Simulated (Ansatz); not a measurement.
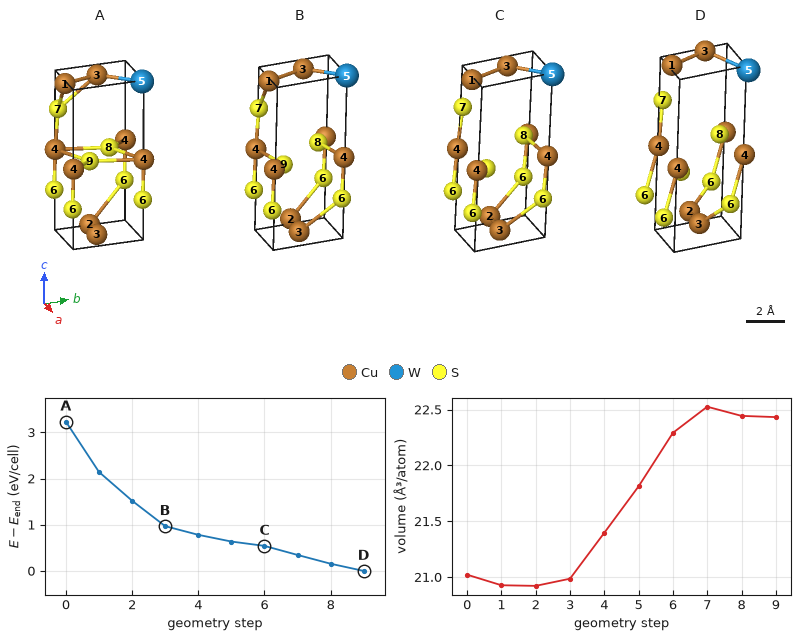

Frames of a relaxation of crystalline Cu4WS4 (a generated structure, set up in P1) (coarse preliminary run), marked on the history of the run. The picture is a ball-and-stick view of the cell of the calculation, seen slightly off an axis.

Method: Ansatz 0.2.0, DFT PBE, scalar-relativistic, plane waves, PAW. Set-up: plane-wave cutoff 420 eV; k-point mesh 6 × 6 × 4; occupations gaussian; smearing width 0.2 eV; no spin polarisation; cell and atoms relaxed; force threshold 0.025 eV/Å; at most 60 steps.

What happens along the run?

The run was cut off at its time limit before the relaxation converged, so the last structure is only a point on the way. S9 moves most relative to the cell: 1.21 Å roughly along [1 −2 −1]. By element the largest moves are S 1.21 Å, Cu 0.62 Å, W 0.26 Å. The drawn cell changes as follows: a 4.981 → 5.152 Å (+3.4 %), b 5.013 → 4.887 Å (−2.5 %), c 8.760 → 9.430 Å (+7.6 %), α 92.5° → 87.7°, β 89.5° → 92.1°, γ 120.0° → 121.7°; the volume changes by +6.7 %. Near-neighbour distances that change, for instance: Cu2–S6 3.312 → 2.271 Å, Cu3–S6 3.368 → 2.401 Å, Cu3–S7 2.944 → 3.867 Å, Cu1–S7 2.925 → 3.756 Å. New bonds form, among them: S8–S9 (2.78 → 2.03 Å). Among the angles between lasting bonds that change: W5–Cu3–W5 176.2° → 142.6°, Cu4–S6–W5 175.9° → 145.3°, W5–Cu2–W5 165.8° → 139.8°. The space group stays P1 (No. 1). Over 9 geometry steps the energy falls by 3.232 eV per cell of the calculation. The largest force component goes from 5.5 to 0.31 eV/Å. The pressure goes from 2.20 to 0.07 GPa. Cost: 9.8 min on 1 thread of Intel(R) Xeon(R) 6975P-C (Granite Rapids), on a shared host, peak memory 0.92 GiB. From step 0 to 3: S9 moves most (0.56 Å), volume −0.2 %, energy −2.263 eV per cell of the calculation. From step 3 to 6: S8 moves most (0.61 Å), volume +6.2 %, energy −0.427 eV per cell of the calculation. From step 6 to 9: S6 moves most (0.54 Å), volume +0.6 %, energy −0.542 eV per cell of the calculation.

```tsv
step	E − E(0), meV/atom	largest force component, eV/Å	pressure, GPa	volume, Å³/atom
0	0.00	5.4657	2.20	21.022
1	-121.05	1.6594	-0.82	20.927
2	-190.19	1.9917	-0.25	20.922
3	-251.40	0.8825	2.67	20.986
4	-272.27	0.4066	1.16	21.397
5	-288.44	0.3899	0.40	21.813
6	-298.89	0.6448	-0.18	22.292
7	-320.71	0.7702	-0.57	22.526
8	-341.84	0.5710	-0.91	22.444
9	-359.16	0.3101	0.07	22.433
```
